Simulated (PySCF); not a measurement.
Input

```
{"job": {"kind": "uv", "xc": "PBE0", "basis": "def2-SVPD", "ip": true}, "charge": 0, "multiplicity": 1}
C      2.116772    -0.564387    -0.075548
C      0.993727    -0.934395     0.548931
P     -0.437718     0.105985     0.970586
C     -0.209842     1.537364    -0.170085
C     -1.761040    -0.828060     0.071512
H      2.949231    -1.262187    -0.207146
H      2.261050     0.444332    -0.474364
H      0.923563    -1.959325     0.938060
H      0.619505     2.168237     0.182734
H     -1.122842     2.151249    -0.148474
H     -0.010298     1.224527    -1.207613
H     -1.529541    -0.966610    -0.996146
H     -1.889804    -1.815815     0.539400
H     -2.714361    -0.286902     0.169805
```

Launched as:

```sh
OMP_NUM_THREADS=1 python probes_run.py task.json out
```

Geometry: PBE0-D3(BJ)/def2-SVP.

These are results of PBE0/def2-SVPD, SCF density, gas phase (PySCF 2.14.0), not measurements.

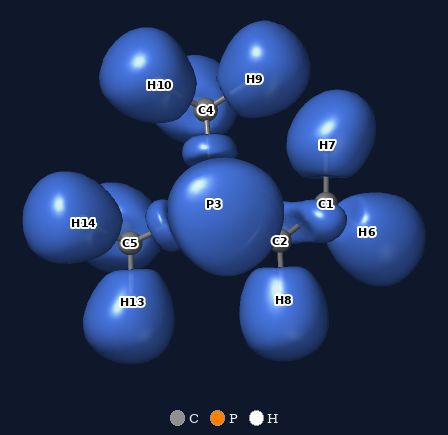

C4H9P. Isosurface of the ELF at 0.8 (blue), seen at a tilt. Core shells and regions of very low density are left out.

What do the ELF domains correspond to?

Answer. The surface consists of one region between bonded C–C atoms (shared pairs), three regions between bonded C–P atoms (shared pairs), nine regions around hydrogen nuclei and one lobe on P, pointing away from the bonds (lone pairs).

Values along the shortest contacts:
C–C (1.34 Å): the ELF peaks at about 0.90 between the atoms; a short, multiple covalent bond. C–P (1.82 Å): the ELF peaks at about 0.95 between the atoms: a covalent bond.
